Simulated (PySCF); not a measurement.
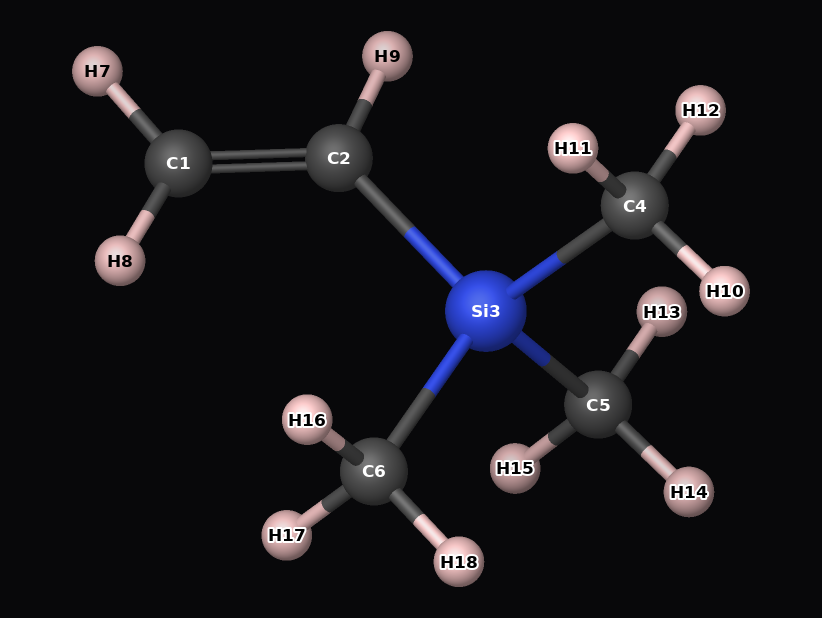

The atoms are numbered. Computed geometry: PBE0-D3(BJ)/def2-SVP optimisation. No frequency run is at hand to confirm it as a minimum.

List the bonds and their lengths. Leave out bonds to hydrogen.

| bond | length (Å) | order |
| --- | --- | --- |
| C1–C2 | 1.338 | double |
| C2–Si3 | 1.879 | single |
| Si3–C4 | 1.884 | single |
| Si3–C5 | 1.884 | single |
| Si3–C6 | 1.881 | single |
